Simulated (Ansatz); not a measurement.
Geometry relaxation, with input and output: CH₅Ga

CH₅Ga, computed with RKS PBE0/def2-SVP (Ansatz 0.2.0).

The input holds or restrains some coordinates. It belongs to a series of runs on one base structure; here: pulled along the bonds that form and break, towards end B. Figures and captions count atoms from 1; the log counts them from 0 in places.

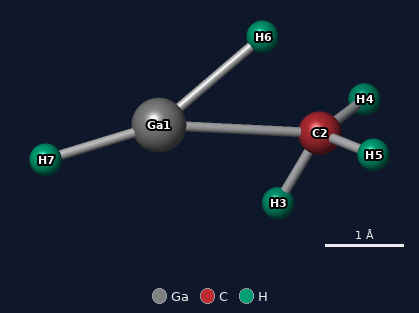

**Figure 1.** The structure as given in the input (ball-and-stick view, seen at a tilt; atoms are numbered from 1 in the order of the input). Sticks mark near contacts. Bond lengths as drawn: C–Ga 2.18 Å, C–H 1.11 Å and Ga–H 1.57 to 1.77 Å.

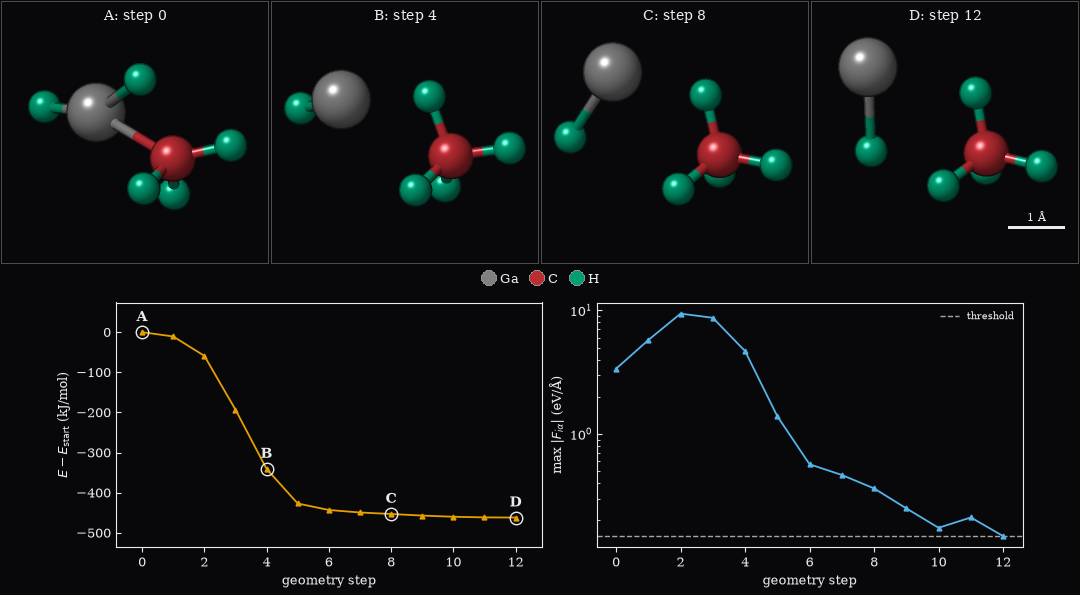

**Figure 2.** Frames of the restrained relaxation (ball-and-stick view, seen at a tilt) above the curves, on which the letters mark them (the first geometry is step 0 here and step 1 in the log).

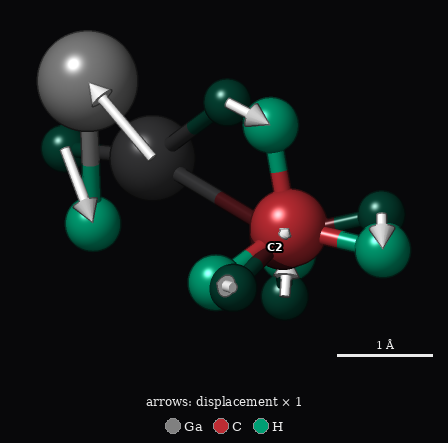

**Figure 3.** Start (faint) and end (solid) with the displacements as white arrows, at true length (ball-and-stick view, seen at a tilt). The two geometries are laid on each other by the best rigid fit. The energy falls by 461.9 kJ/mol in 12 geometry steps. Largest force component: 3.4 eV/Å at the start, 0.15 eV/Å at the end. The atom that moves furthest after the best rigid fit is Ga1 (1.10 Å). By element the largest moves are Ga 1.10 Å, H 0.88 Å, C 0.12 Å. Among the contacts that change: Ga1–C2 2.180 → 3.183 Å, Ga1–H6 1.770 → 2.771 Å, C2–H6 1.525 → 1.105 Å, Ga1–H7 1.570 → 1.684 Å. New bonds form: C2–H6 (1.53 → 1.10 Å). Bonds break: Ga1–C2 (2.18 → 3.18 Å), Ga1–H6 (1.77 → 2.77 Å). (Atoms are counted from 1 in the order of the input.)

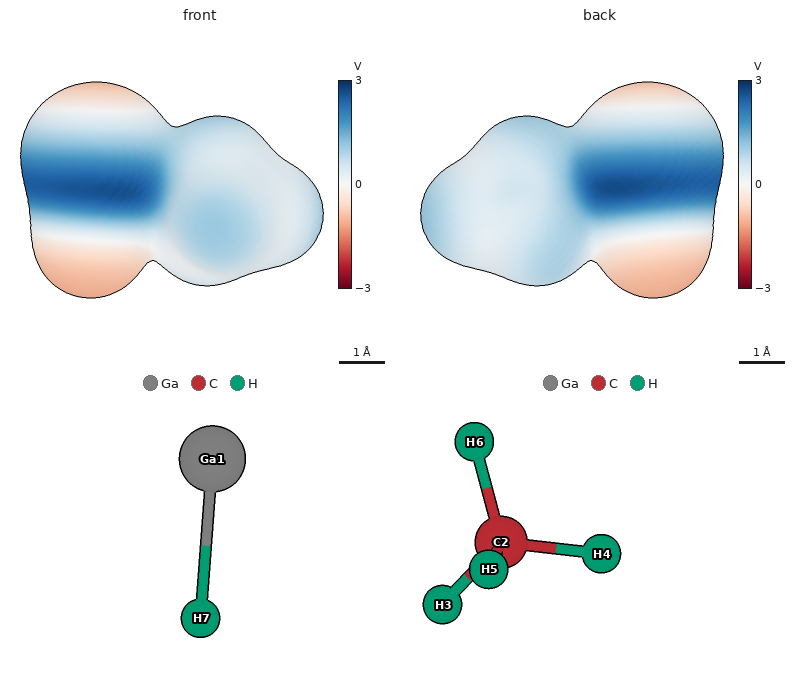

**Figure 4.** The molecular electrostatic potential painted on the density surface at 0.004 e/bohr³, seen face on and from behind; red is negative and blue positive. The bare structure is drawn below in the same view.

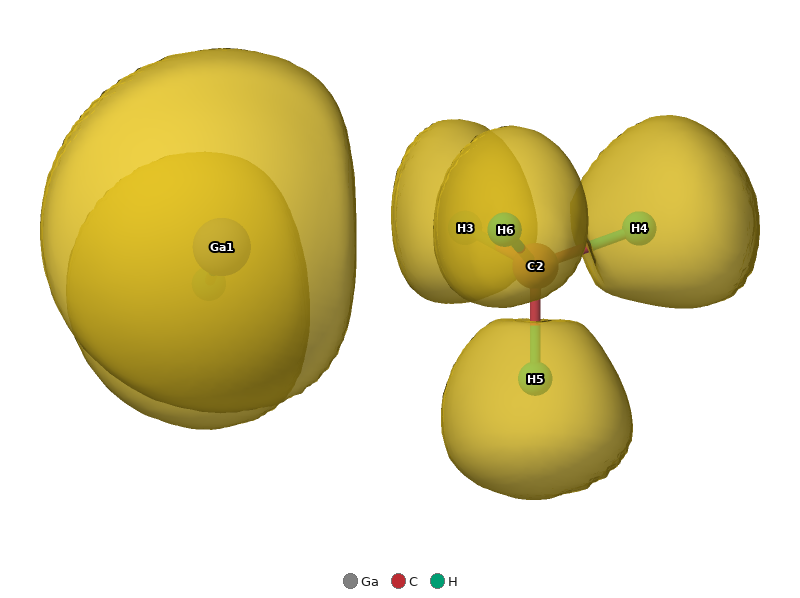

**Figure 5.** Isosurface of the electron localisation function at 0.8 (yellow), seen from the side. Core shells and regions of very low density are left out. Profiles from the grid: C2···Ga1 (3.18 Å): the ELF is only about 0.05 between them. C–H (1.10 Å): the ELF climbs to about 1 towards the hydrogen, as it does in any bond to H (a covalent bond by its length).

The input that produced these results follows, with the program's output.

## Input file
```yaml
crystal:
  periodic: [false, false, false]
  atoms:
    - { symbol: Ga, position_ang: [0.0, 0.0, 0.0] }
    - { symbol: C, position_ang: [1.4139, 0.0, 1.6593] }
    - { symbol: H, position_ang: [0.4143, -0.3092, 2.0298] }
    - { symbol: H, position_ang: [2.1815, -0.7111, 2.0298] }
    - { symbol: H, position_ang: [1.6459, 1.0203, 2.0298] }
    - { symbol: H, position_ang: [1.7614, 0.0, 0.174] }
    - { symbol: H, position_ang: [-1.3596, 0.0, -0.785] }
basis:
  gaussian: { orbitals: def2-SVP }
hamiltonian:
  xc: pbe0
relax:
  f_tol: 0.15
  max_steps: 25
  restrain:
    - { distance: [1, 5], at: 1.11, k: 30.0 }
    - { distance: [0, 1], at: 3.18, k: 30.0 }
    - { distance: [0, 5], at: 2.77, k: 30.0 }
output:
  orbitals: {}
```

Launched with:
```bash
ansatz run input.yaml --threads 1 --pin off --max-ram 2048MiB --backend cpu --events-out ev --progress --plain --runs-dir out
```

## Log
```
The last accepted step is kept in [file] (removed where the run ends without a failure and the disk answers)
Engine: ansatz 0.2.0, x86_64-unknown-linux-gnu
Functional definition: PBE0
  parameter a = 0.25
  parameter kappa = 0.804
  parameter beta = 0.06672455060314922
  exchange = (1 - a)*pbe_x(kappa = kappa, mu = beta*pi^2/3) + a*exact_x
  correlation = pbe_c(beta = beta)
778 factors; integrals over basis functions are off by at most 3.6e-4 eV
mean field evaluation 1: about -53468.0207 eV, gradient 5.2e1 eV
mean field evaluation 2: about -53450.1165 eV, gradient 8.3e1 eV
mean field evaluation 4: about -53474.5554 eV, gradient 7.4e0 eV
mean field evaluation 8: about -53474.8292 eV, gradient 3.4e-1 eV
mean field evaluation 16: about -53474.8335 eV, gradient 7.9e-3 eV
mean field evaluation 32: about -53473.4234 eV, gradient 1.2e1 eV
mean field -53474.83355042 eV, -1965.1638864341 hartree, gradient 1.2e-5 eV, S^2 0.000000; 4 other end points of the search recorded, 0 dependent functions left out
the calculation of the forces begins
reference -53474.83357596 eV, -1965.1638873725 hartree; 21, 21 occupied and 50, 50 virtual orbitals, 778 factors
relax step   1: F+E_penalty+E_count = -53474.83355042 eV  Δ(F+E_penalty+E_count) = +0.000e0 eV  max|allowed force component| = 3.367e0 eV/Å  E_restraint = 32.58933626 eV  max|allowed force component, restraints' pulls added| = 4.595e1 eV/Å  Δτ_max = 0.0000 Å  (76 SCF iters, accepted)
  distance C 1 - H 5 = 1.5254 Å
  distance Ga 0 - C 1 = 2.1800 Å
  distance Ga 0 - H 5 = 1.7700 Å
these checks for a lower state are left out or cut short: starts, cluster_reference, orbital_swaps, neighbouring_geometries, increment
778 factors; integrals over basis functions are off by at most 3.8e-4 eV
mean field -53474.94466767 eV, -1965.1679699177 hartree, gradient 2.4e-5 eV, S^2 0.000000; 0 other end points of the search recorded, 0 dependent functions left out
[... from here on the field's lines of each further geometry are left out, up to the last ...]
relax step   2: F+E_penalty+E_count = -53474.94466767 eV  Δ(F+E_penalty+E_count) = -1.111e-1 eV  max|allowed force component| = 5.741e0 eV/Å  E_restraint = 18.34070284 eV  max|allowed force component, restraints' pulls added| = 3.325e1 eV/Å  Δτ_max = 0.1950 Å  (40 SCF iters, accepted)
relax step   3: F+E_penalty+E_count = -53475.44380173 eV  Δ(F+E_penalty+E_count) = -4.991e-1 eV  max|allowed force component| = 9.394e0 eV/Å  E_restraint = 7.16633592 eV  max|allowed force component, restraints' pulls added| = 1.547e1 eV/Å  Δτ_max = 0.1948 Å  (30 SCF iters, accepted)
relax step   4: F+E_penalty+E_count = -53476.83287293 eV  Δ(F+E_penalty+E_count) = -1.389e0 eV  max|allowed force component| = 8.693e0 eV/Å  E_restraint = 1.20354124 eV  max|allowed force component, restraints' pulls added| = 8.693e0 eV/Å  Δτ_max = 0.1951 Å  (27 SCF iters, accepted)
relax step   5: F+E_penalty+E_count = -53478.36459058 eV  Δ(F+E_penalty+E_count) = -1.532e0 eV  max|allowed force component| = 4.679e0 eV/Å  E_restraint = 0.09105183 eV  max|allowed force component, restraints' pulls added| = 4.679e0 eV/Å  Δτ_max = 0.1949 Å  (29 SCF iters, accepted)
relax step   6: F+E_penalty+E_count = -53479.25759993 eV  Δ(F+E_penalty+E_count) = -8.930e-1 eV  max|allowed force component| = 1.392e0 eV/Å  E_restraint = 0.04491173 eV  max|allowed force component, restraints' pulls added| = 2.753e0 eV/Å  Δτ_max = 0.1958 Å  (28 SCF iters, accepted)
relax step   7: F+E_penalty+E_count = -53479.42521493 eV  Δ(F+E_penalty+E_count) = -1.676e-1 eV  max|allowed force component| = 5.691e-1 eV/Å  E_restraint = 0.04128309 eV  max|allowed force component, restraints' pulls added| = 1.515e0 eV/Å  Δτ_max = 0.2000 Å  (27 SCF iters, accepted)
relax step   8: F+E_penalty+E_count = -53479.48974772 eV  Δ(F+E_penalty+E_count) = -6.453e-2 eV  max|allowed force component| = 4.666e-1 eV/Å  E_restraint = 0.02804141 eV  max|allowed force component, restraints' pulls added| = 9.868e-1 eV/Å  Δτ_max = 0.2000 Å  (27 SCF iters, accepted)
relax step   9: F+E_penalty+E_count = -53479.52853752 eV  Δ(F+E_penalty+E_count) = -3.879e-2 eV  max|allowed force component| = 3.631e-1 eV/Å  E_restraint = 0.00647186 eV  max|allowed force component, restraints' pulls added| = 2.829e-1 eV/Å  Δτ_max = 0.1917 Å  (28 SCF iters, accepted)
relax step  10: F+E_penalty+E_count = -53479.56947640 eV  Δ(F+E_penalty+E_count) = -4.094e-2 eV  max|allowed force component| = 2.504e-1 eV/Å  E_restraint = 0.00385542 eV  max|allowed force component, restraints' pulls added| = 2.556e-1 eV/Å  Δτ_max = 0.2000 Å  (26 SCF iters, accepted)
relax step  11: F+E_penalty+E_count = -53479.60025938 eV  Δ(F+E_penalty+E_count) = -3.078e-2 eV  max|allowed force component| = 1.746e-1 eV/Å  E_restraint = 0.00177795 eV  max|allowed force component, restraints' pulls added| = 1.524e-1 eV/Å  Δτ_max = 0.2000 Å  (28 SCF iters, accepted)
relax step  12: F+E_penalty+E_count = -53479.61613667 eV  Δ(F+E_penalty+E_count) = -1.588e-2 eV  max|allowed force component| = 2.116e-1 eV/Å  E_restraint = 0.00103024 eV  max|allowed force component, restraints' pulls added| = 1.799e-1 eV/Å  Δτ_max = 0.1947 Å  (27 SCF iters, accepted)
the calculation of the forces begins
reference -53479.62068930 eV, -1965.3398105427 hartree; 21, 21 occupied and 50, 50 virtual orbitals, 778 factors
relax step  13: F+E_penalty+E_count = -53479.62066358 eV  Δ(F+E_penalty+E_count) = -4.527e-3 eV  max|allowed force component| = 1.496e-1 eV/Å  E_restraint = 0.00056359 eV  max|allowed force component, restraints' pulls added| = 1.490e-2 eV/Å  Δτ_max = 0.1308 Å  (28 SCF iters, accepted)
  distance C 1 - H 5 = 1.1046 Å
  distance Ga 0 - C 1 = 3.1829 Å
  distance Ga 0 - H 5 = 2.7708 Å
778 factors; integrals over basis functions are off by at most 7.7e-4 eV
mean field evaluation 128: about -53479.6062 eV, gradient 2.1e0 eV
mean field -53479.62066358 eV, -1965.3398095978 hartree, gradient 1.0e-5 eV, S^2 0.000000; 1 other end points of the search recorded, 0 dependent functions left out
the calculation of the forces begins
reference -53479.62068930 eV, -1965.3398105427 hartree; 21, 21 occupied and 50, 50 virtual orbitals, 778 factors
Total energy: -53479.62068930 eV, -1965.3398105427 hartree
Atom 0 at    -0.147703     0.047525    -1.085088 Å, force    -0.062617     0.009798    -0.081797 eV/Å
Atom 1 at     1.513241    -0.030524     1.628916 Å, force     0.100884    -0.032280    -0.058148 eV/Å
Atom 2 at     0.526782    -0.514909     1.658248 Å, force     0.005777     0.007285     0.014691 eV/Å
Atom 3 at     2.150926    -0.466372     2.410115 Å, force     0.000843     0.001351    -0.010713 eV/Å
Atom 4 at     1.391832     1.045658     1.812518 Å, force     0.003185     0.000232    -0.001702 eV/Å
Atom 5 at     2.000041    -0.186697     0.649702 Å, force    -0.041983     0.018678     0.149583 eV/Å
Atom 6 at    -1.377718     0.105320     0.063289 Å, force    -0.006088    -0.005063    -0.011913 eV/Å
Dipole moment:     0.096419    -0.006132     0.071080 e Å
```

## Trajectory as extended XYZ (Å, eV, eV/Å), 13 frames, from step=1 to step=13
```
7
Properties=species:S:1:pos:R:3:forces:R:3 step=1 energy=-53474.83355
Ga    0.0000    0.0000    0.0000    3.3665  -0.3680  -3.0973
C     1.4139    0.0000    1.6593   -0.3364   0.9231   2.0950
H     0.4143   -0.3092    2.0298    0.2310  -0.1686   1.1941
H     2.1815   -0.7111    2.0298   -0.4516  -0.0495  -0.7266
H     1.6459    1.0203    2.0298   -0.3687  -0.3116   0.0886
H     1.7614    0.0000    0.1740   -1.9094  -0.2483  -0.9868
H    -1.3596    0.0000   -0.7850   -0.5316   0.2231   1.4331
7
Properties=species:S:1:pos:R:3:forces:R:3 step=2 energy=-53474.94467
Ga   -0.1606   -0.0023   -0.1105    3.1243   0.2765  -1.6283
C     1.4808    0.0040    1.6921    2.0568   0.0200  -2.2276
H     0.4253   -0.3077    2.0327    1.1258   0.1210  -1.1627
H     2.1881   -0.7173    2.0308    0.9180  -0.7786   1.4599
H     1.6476    1.0233    2.0335    0.2893   0.4260   0.3334
H     1.8544   -0.0014    0.2448   -1.7737   0.0505   5.0066
H    -1.3783    0.0013   -0.7856   -5.7406  -0.1153  -1.7813
7
Properties=species:S:1:pos:R:3:forces:R:3 step=3 energy=-53475.44380
Ga   -0.3208    0.0023   -0.2213    7.3448   0.3783   1.9985
C     1.5874    0.0022    1.6897   -2.0374   0.7593  -3.6125
H     0.4442   -0.3041    2.0093    2.7631   0.4404  -1.4313
H     2.2042   -0.7275    2.0528    2.3163  -1.8712   2.1785
H     1.6543    1.0274    2.0355    0.6850   0.4488   0.4422
H     1.9321    0.0010    0.3856   -1.6775   0.0232   4.6571
H    -1.4440   -0.0013   -0.8139   -9.3942  -0.1790  -4.2326
7
Properties=species:S:1:pos:R:3:forces:R:3 step=4 energy=-53476.83287
Ga   -0.4476    0.0124   -0.3569    7.6024   0.3582   2.2919
C     1.6668    0.0103    1.6960   -2.6381  -0.0627  -2.0286
H     0.5139   -0.2935    1.9894    2.7821   0.3984  -1.4589
H     2.2524   -0.7595    2.0930    1.6164  -0.9115   1.8793
H     1.6720    1.0366    2.0473    0.9169   0.3564   0.5840
H     2.0138   -0.0009    0.5627   -1.5868   0.0870   2.3117
H    -1.6140   -0.0054   -0.8939   -8.6928  -0.2257  -3.5794
7
Properties=species:S:1:pos:R:3:forces:R:3 step=5 energy=-53478.36459
Ga   -0.4670    0.0239   -0.4954    4.0498   0.2534   0.5106
C     1.6971    0.0075    1.7376   -1.6390  -0.2104  -1.2479
H     0.5994   -0.2872    1.9509    1.5252   0.1130  -0.9240
H     2.2954   -0.7733    2.1563    0.9536  -0.1740   1.3908
H     1.7098    1.0429    2.0781    0.8532   0.1306   0.5986
H     2.0249   -0.0016    0.6544   -1.0637   0.0622   0.9863
H    -1.8022   -0.0122   -0.9441   -4.6790  -0.1749  -1.3144
7
Properties=species:S:1:pos:R:3:forces:R:3 step=6 energy=-53479.25760
Ga   -0.4149    0.0418   -0.6833    1.0647   0.1229  -0.4697
C     1.6902    0.0013    1.7598    0.6411  -0.0540  -0.5537
H     0.6502   -0.3002    1.8947   -0.2515  -0.2261  -0.2735
H     2.3259   -0.7521    2.2447    0.1016   0.3705   0.5710
H     1.7595    1.0360    2.1249    0.4102  -0.1711   0.3160
H     2.0210   -0.0059    0.6983   -0.5741   0.0368   0.4308
H    -1.9747   -0.0208   -0.9014   -1.3919  -0.0790  -0.0210
7
Properties=species:S:1:pos:R:3:forces:R:3 step=7 energy=-53479.42522
Ga   -0.3530   -0.0871   -0.7584   -0.0200  -0.0471  -0.5613
C     1.6814   -0.0079    1.7425    0.5691   0.0012  -0.0346
H     0.6732   -0.4236    1.8405   -0.1046  -0.1621  -0.1265
H     2.3773   -0.6402    2.3221   -0.1283   0.3074   0.1849
H     1.6497    1.0354    2.0943    0.2090  -0.1358   0.1242
H     2.0352   -0.0246    0.6959   -0.3013  -0.0072   0.2606
H    -2.0065    0.1481   -0.7992   -0.2239   0.0435   0.1526
7
Properties=species:S:1:pos:R:3:forces:R:3 step=8 energy=-53479.48975
Ga   -0.2898   -0.1089   -0.8383   -0.2299  -0.0099  -0.4666
C     1.6597   -0.0155    1.7176    0.2742  -0.0351   0.1787
H     0.6682   -0.4878    1.7834    0.0259  -0.0814  -0.0526
H     2.3543   -0.5729    2.3734   -0.1674   0.2468   0.0016
H     1.5591    1.0357    2.0334    0.1508  -0.1257   0.0398
H     2.0481   -0.0603    0.6883   -0.1223   0.0043   0.1531
H    -1.9422    0.2097   -0.6201    0.0688   0.0011   0.1460
7
Properties=species:S:1:pos:R:3:forces:R:3 step=9 energy=-53479.52854
Ga   -0.2388   -0.1227   -0.8993   -0.3631   0.0314  -0.3332
C     1.6337   -0.0191    1.6910    0.1260  -0.0879   0.2744
H     0.6526   -0.5232    1.7318    0.0903   0.0111   0.0112
H     2.3124   -0.5271    2.4034   -0.1589   0.1485  -0.1725
H     1.5027    1.0328    1.9907    0.0596  -0.0866  -0.0577
H     2.0494   -0.0823    0.6728   -0.0080   0.0262   0.1992
H    -1.8546    0.2417   -0.4527    0.2541  -0.0427   0.0785
7
Properties=species:S:1:pos:R:3:forces:R:3 step=10 energy=-53479.56948
Ga   -0.2031   -0.1008   -0.9616   -0.2385   0.0200  -0.2504
C     1.6008   -0.0200    1.6720    0.0632  -0.0754   0.1634
H     0.6207   -0.5269    1.6984    0.0681   0.0436   0.0236
H     2.2621   -0.5118    2.4060   -0.0857   0.0764  -0.1163
H     1.4683    1.0369    1.9500    0.0207  -0.0717  -0.0581
H     2.0438   -0.1013    0.6662   -0.0008   0.0353   0.1767
H    -1.7351    0.2240   -0.2933    0.1730  -0.0282   0.0612
7
Properties=species:S:1:pos:R:3:forces:R:3 step=11 energy=-53479.60026
Ga   -0.1735   -0.0520   -1.0172   -0.1746   0.0199  -0.1592
C     1.5666   -0.0263    1.6537    0.0642  -0.0580   0.0581
H     0.5936   -0.5434    1.6813    0.0286   0.0469   0.0177
H     2.2217   -0.4819    2.4125   -0.0354   0.0331  -0.0703
H     1.4213    1.0381    1.8899    0.0003  -0.0521  -0.0420
H     2.0330   -0.1359    0.6601   -0.0135   0.0331   0.1705
H    -1.6054    0.2014   -0.1427    0.1303  -0.0229   0.0252
7
Properties=species:S:1:pos:R:3:forces:R:3 step=12 energy=-53479.61614
Ga   -0.1506   -0.0131   -1.0674   -0.2116   0.0275  -0.0115
C     1.5328   -0.0284    1.6373    0.1068  -0.0321  -0.0265
H     0.5556   -0.5337    1.6629    0.0035   0.0299  -0.0049
H     2.1782   -0.4747    2.4066    0.0019   0.0109  -0.0154
H     1.3954    1.0411    1.8503   -0.0061  -0.0287  -0.0166
H     2.0186   -0.1547    0.6534   -0.0576   0.0195   0.1632
H    -1.4726    0.1634   -0.0055    0.1630  -0.0270  -0.0884
7
Properties=species:S:1:pos:R:3:forces:R:3 step=13 energy=-53479.62066
Ga   -0.1477    0.0475   -1.0851   -0.0626   0.0098  -0.0818
C     1.5132   -0.0305    1.6289    0.1009  -0.0323  -0.0581
H     0.5268   -0.5149    1.6582    0.0058   0.0073   0.0147
H     2.1509   -0.4664    2.4101    0.0008   0.0014  -0.0107
H     1.3918    1.0457    1.8125    0.0032   0.0002  -0.0017
H     2.0000   -0.1867    0.6497   -0.0420   0.0187   0.1496
H    -1.3777    0.1053    0.0633   -0.0061  -0.0051  -0.0119
```

## Results in brief

| quantity | value |
| --- | --- |
| outcome | converged under the restraints of the input |
| total energy | −53479.6207 eV |
| mean-field energy | −53479.6207 eV |
| largest force (length of the vector) at the end, held atoms and coordinates included | 0.156 eV/Å |
| hardware | 1 thread of Intel Xeon (Granite Rapids), 32 GiB of memory available, shared host |
| wall time | 17 s |
| peak memory | 0.15 GiB |
